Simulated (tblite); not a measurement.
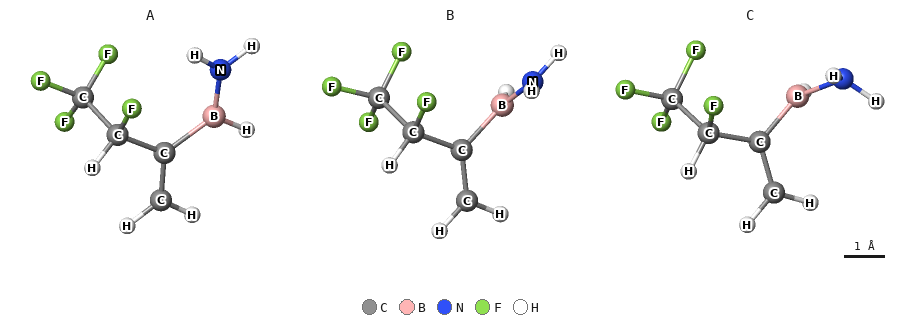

3 geometries from one relaxation of C$_{4}$H$_{6}$BF$_{4}$N, in shuffled order. The picture is a ball-and-stick view, seen face on.

Computed with GFN2-xTB geometry optimisation, gas phase (tblite 0.8.0). 

Order the frames from highest to lowest energy.

Answer. C, B, A. They are steps 0, 60, 115, at +143.4 kJ/mol, +6.68 kJ/mol relative to the last. The largest move after the best rigid fit is that of an H atom, 1.57 Å. By element the largest moves are H 1.57 Å, B 0.69 Å, N 0.61 Å, C 0.54 Å, F 0.47 Å. Among the contacts that change: B–N 1.512 → 1.374 Å, C–F 1.391 → 1.340 Å, H–N 1.046 → 1.006 Å, C–C 1.476 → 1.512 Å. Bond angles that change, for instance: B–N–H 109.7° → 123.0°, B–N–H 114.4° → 124.7°, F–C–H 112.1° → 106.5°. Groups turn about C–C by about 20°. The energy falls by 143.4 kJ/mol in 115 geometry steps.
